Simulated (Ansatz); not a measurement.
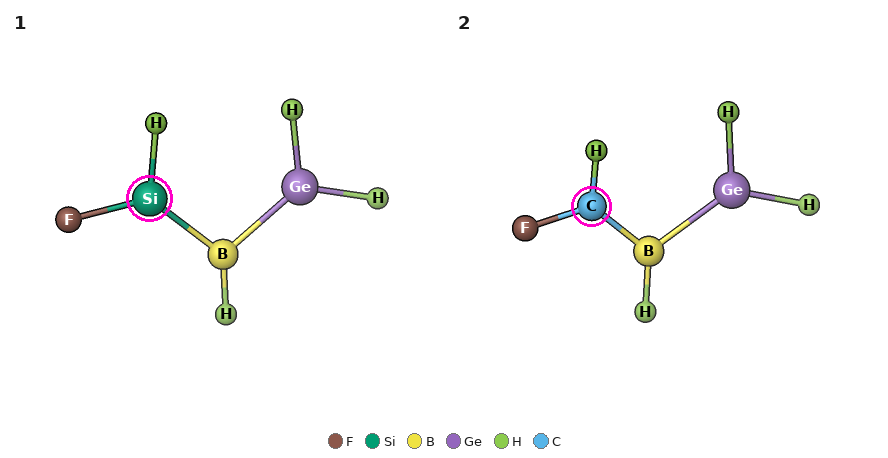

2 molecules with one skeleton, seen from the same side and at one scale; the atom that differs is circled. Charge 0, singlet. Computed geometries: PBE0-D4/def2-TZVP optimisations, one conformation each. Properties computed with Ansatz 0.2.0.

One atom differs, called X below: Si in panel 1, C in panel 2. Their formulas are BFGeH4Si, CH4BFGe.

In which is the dipole moment larger (r2SCAN-D4/def2-TZVPP)?

In panel 2 (X = C).

In which is the HOMO–LUMO gap larger (r2SCAN-D4/def2-TZVPP)?

In panel 1 (X = Si).

Give the values. With PBE0-D4/def2-TZVP: length of X–B (Å), length of X–F (Å), length of X–H (Å), angle F–X–B (°). With r2SCAN-D4/def2-TZVPP: dipole moment (D), HOMO energy (Kohn–Sham orbital) (eV), HOMO–LUMO gap (eV).

```json
{"quantity": "length of X–B (Å)", "1 (Si)": "1.853", "2 (C)": "1.464", "2 − 1": "−0.389"}
{"quantity": "length of X–F (Å)", "1 (Si)": "1.593", "2 (C)": "1.330", "2 − 1": "−0.263"}
{"quantity": "length of X–H (Å)", "1 (Si)": "1.480", "2 (C)": "1.090", "2 − 1": "−0.390"}
{"quantity": "angle F–X–B (°)", "1 (Si)": "128.9", "2 (C)": "123.9", "2 − 1": "−5.0"}
{"quantity": "dipole moment (D)", "1 (Si)": "1.51", "2 (C)": "2.26", "2 − 1": "+0.75"}
{"quantity": "HOMO energy (Kohn–Sham orbital) (eV)", "1 (Si)": "−5.89", "2 (C)": "−6.08", "2 − 1": "−0.19"}
{"quantity": "HOMO–LUMO gap (eV)", "1 (Si)": "2.75", "2 (C)": "2.46", "2 − 1": "−0.29"}
```
